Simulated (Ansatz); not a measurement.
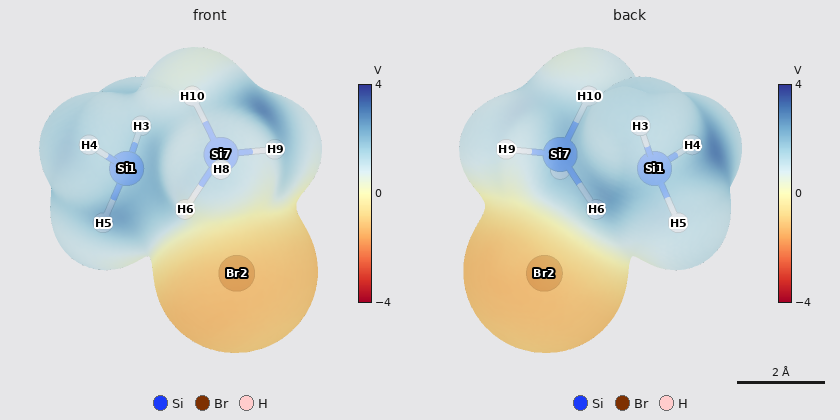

Figure. H$_{3}$Si···Br···SiH$_{4}$. The electrostatic potential painted on the density surface at 0.004 e/bohr³, seen from the front and from behind; the colour scale runs from red (negative) to blue (positive).

A transition-state structure; geometry: PBE0-D4/def2-TZVP.

All numbers below come from RKS PBE0-D4/def2-TZVPP (Ansatz 0.2.0).

```csv
atom,x (Å),y (Å),z (Å)
Si,-1.2232,0.6557,-0.0083
Br,0.1368,-2.7113,0.1532
H,-1.1296,1.3813,-1.2941
H,-1.0656,1.5315,1.1737
H,-2.4509,-0.1694,0.0759
H,-0.3211,-0.8353,0.0565
Si,1.2158,-0.1372,-0.0217
H,1.8318,-0.4681,1.2725
H,1.7658,-0.6163,-1.2992
H,1.2404,1.3693,-0.1083
```

### Describe the electrostatic potential map.

The most negative region (about −1.3 V) lies over Br2, the most positive (about +2.9 V) over Si1 and Si7.
